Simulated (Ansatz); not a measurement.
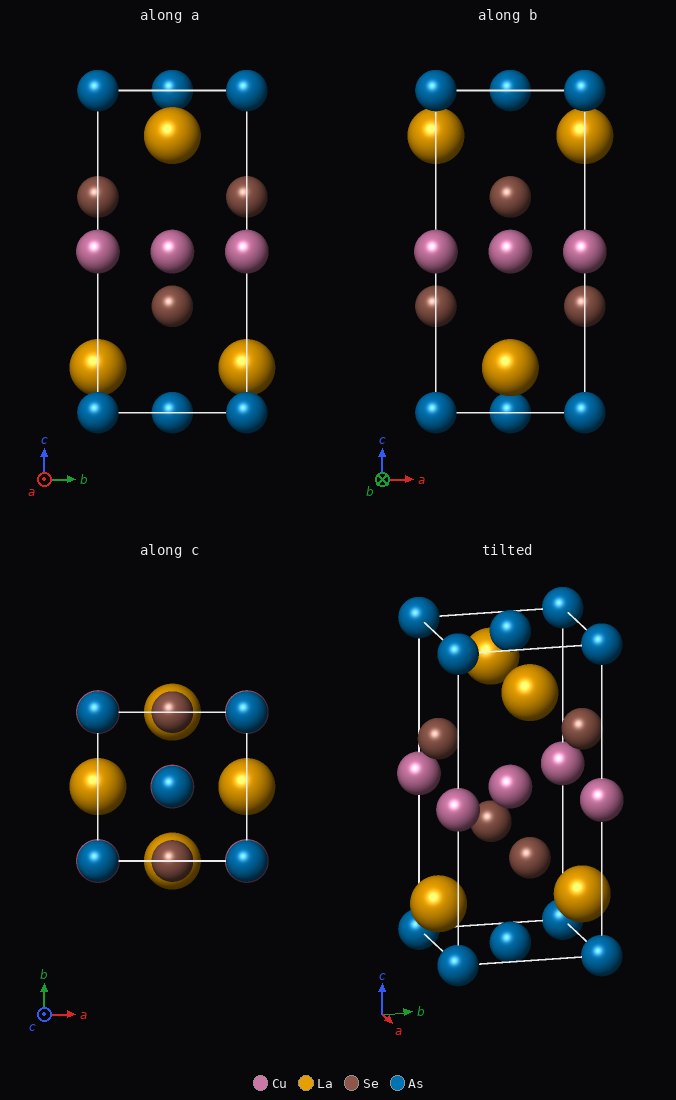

Drawn in the spheres-only manner and seen along the a axis, along the b axis, along the c axis and slightly off an axis. The wireframe shows the conventional unit cell.

Lattice parameters: a = 4.309 Å, b = 4.309 Å, c = 9.320 Å, α = 90.00°, β = 90.00°, γ = 90.00°.

Write down what is shown as a table of Wyckoff sites, with free fractional coordinates to two decimals.

Space group P4/nmm:1 (No. 129).
```csv
atom,site,x,y,z
Cu,2b,0.50,0.50,0.50
La,2c,0.50,0.00,0.14
Se,2c,0.50,0.00,0.67
As,2a,0.50,0.50,0.00
```

Shown is a generated cell, made by putting these elements into a known structure type (the compound may or may not exist in this form), as it stood before any relaxation. It was run through Ansatz as a DFT input.

At this level of theory the cell isn't at rest (compressed, at 18 GPa and forces up to 8.8 eV/Å), so its distances can differ from those at equilibrium, the more so the softer the solid.
